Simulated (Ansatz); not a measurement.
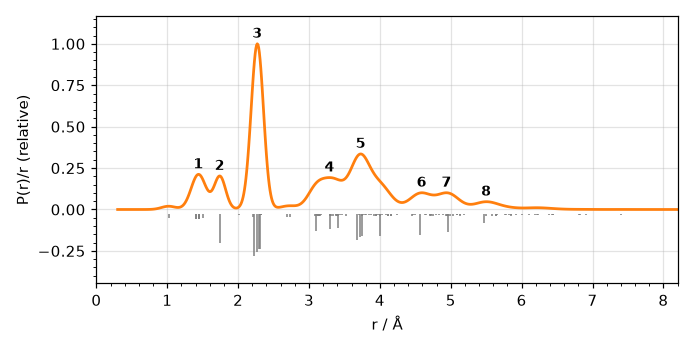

Simulated gas electron diffraction: radial distribution curve of AlH10OPSi3. Each pair of atoms contributes with weight ZᵢZⱼ/r (bars below the curve); damping constant 0.002 Å²; vibrational amplitudes assumed, not computed: 0.05 Å for bonds, 0.078 Å for bonds to H, 0.06 + 0.015 r up to 0.15 Å for other pairs. The geometry is the end point of an optimisation (RKS PBE0-D4/STO-3G in Ansatz 0.2.0); it may be a saddle point or a higher isomer.

Question: Assign the numbered peaks of the radial distribution curve (– bonded, ··· not bonded).

Answer: Peak 1, 1.44 Å: P–H 1.41 Å (×2), Si–H 1.44–1.45 Å (×6), Al–H 1.50 Å, not resolved
Peak 2, 1.74 Å: Si–O 1.74 Å
Peak 3, 2.27 Å: P–Si 2.23 Å, Si–Si 2.27 Å, Si–Al 2.29–2.30 Å (×2), not resolved
Peak 4, 3.29 Å: Si···H 3.09–3.40 Å (×7), P···O 3.09 Å, Al···H 3.14–3.42 Å (×4), Si···O 3.29 Å, Al···O 3.41 Å, not resolved
Peak 5, 3.73 Å: P···Si 3.68 Å, P···Al 3.73 Å, Si···Al 3.75 Å, Si···Si 4.00 Å, not resolved
Peak 6, 4.59 Å: Si···H 4.45–4.75 Å (×3), P···Si 4.57 Å, not resolved
Peak 7, 4.94 Å: Si···H 4.93–4.99 Å (×2), P···H 4.94–5.14 Å (×3), Si···Si 4.96 Å, not resolved
Peak 8, 5.50 Å: Si···O 5.47 Å, Si···H 5.50–5.65 Å (×4), not resolved
